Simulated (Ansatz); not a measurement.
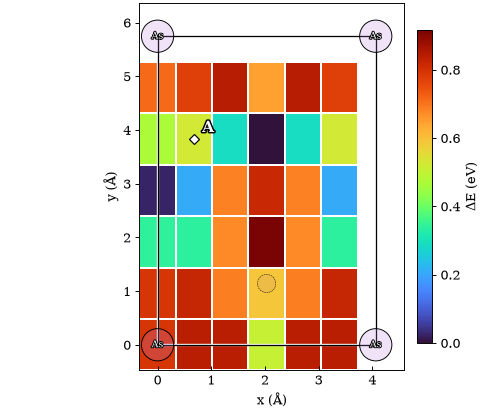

Si on a GaAs(110) slab cut from the F-43m phase, its upper half relaxed before the scan (6 atoms of substrate and one adsorbate in a 1 × 1 cell). 
- Si is moved over the surface cell; relaxed at each place: the height of the adsorbate's atoms; substrate rigid; the origin of the map has the adsorbate above As6.
- Places are given modulo a cell vector. The map is drawn in real space over the plane of the surface.
- Grid: 6 × 6 points; 24 points were computed and 12 follow by symmetry.
- Energies are in eV, from the lowest grid point.
- Energies and slopes of some neighbouring points disagree (a jump in structure or state, or too coarse a mesh). At some places the adsorbate sinks to or below the level of the top layer. The magnetic moment jumps between some neighbouring points. With one adsorbate in each 1 × 1 cell, its nearest image is 4.1 Å away, so neighbouring adsorbates interact.
- Theory: DFT PBE, scalar-relativistic, plane waves, PAW (Ansatz). Settings: cutoff 420 eV, k-mesh 7×5×1, gaussian smearing 0.05 eV, spin-polarised.

The picture shows one coloured cell a grid point, labelled circles for the atoms of the top layer and small ones for the second layer, the outline of one cell of the plane, the point A.

Which way does the force act at A, and how strong is it?

A, at (1/6, 4/6) of the cell vectors, is not a stationary point. The computed force is 0.69 eV/Å in the plane, pointing down in the picture (components −0.13 and −0.68 eV/Å).

PAW datasets: the set soft_1.
